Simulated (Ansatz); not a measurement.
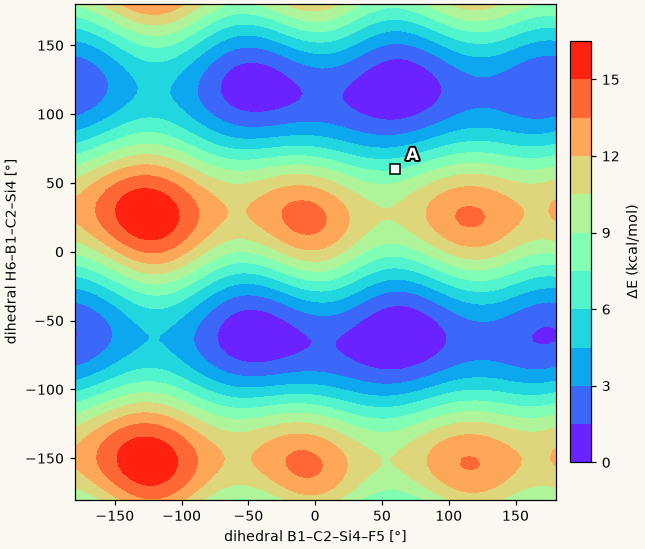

CH5BF2Si, SMILES BC(F)[SiH2]F. First axis: dihedral B1–C2–Si4–F5. Second axis: dihedral H6–B1–C2–Si4. Nothing is relaxed (all other coordinates rigid). The scan uses a 15 × 15 grid. Points are written as (first, second). Energies: kcal/mol, counted from the lowest grid point. Method: RHF/def2-SVP in Ansatz.

The picture shows filled contours, the point A. Between grid points the surface is interpolated.

Q: Is A at rest? If not, where is it pushed?

A: A, at (60°, 60°), is not a stationary point. The computed force is 0.027 kcal/mol for each degree towards smaller values of dihedral B1–C2–Si4–F5 and 0.17 kcal/mol for each degree towards larger values of dihedral H6–B1–C2–Si4.
